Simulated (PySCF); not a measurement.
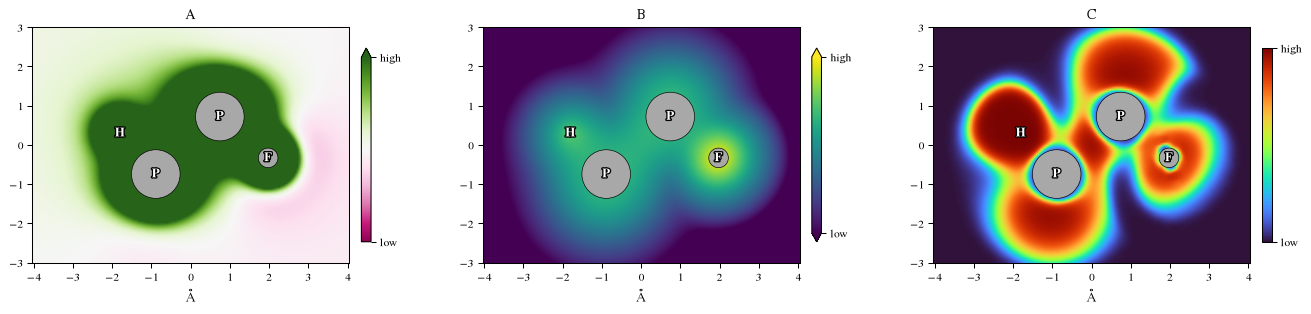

F2H2P2 (SMILES FP(F)P): 3 fields on the plane of atoms P2, P4 and H5, with unlabelled colour scales. Grey discs cover the atomic cores.

Geometry: GFN2-xTB.

All numbers below come from PBE0/pcSseg-1, SCF density, gas phase, non-relativistic (PySCF 2.14.0).

Input

```
{"job": {"kind": "nmr", "xc": "PBE0", "basis": "pcSseg-1"}, "charge": 0, "multiplicity": 1}
F     -1.520990    -0.990049    -0.864247
P     -0.812564     0.414748    -0.471970
F     -1.695053     0.623946     0.871927
P      0.975378    -0.422399     0.486703
H      1.452045     0.871022     0.715132
H      1.604307    -0.495278    -0.759120
```

Run with:

```sh
OMP_NUM_THREADS=1 python probes_run.py task.json out
```

The panels show electron density, electron localisation function and electrostatic potential in some order. Assign them.

Panel A: electrostatic potential (strongly positive close to the atoms, with negative regions outside electron-rich atoms). Panel B: electron density. Panel C: electron localisation function. From the grid: P–F (1.62 Å): ρ at the midpoint is about 1.2 e/Å³; the ELF peaks at about 0.80 in the valence shell of F, 0.5 Å from its nucleus, and is about 0.65 at the midpoint. P–P (2.19 Å): the density is about 0.89 e/Å³ at the midpoint; the ELF peaks at about 0.95 between the atoms, as expected for localised, covalent bonding.
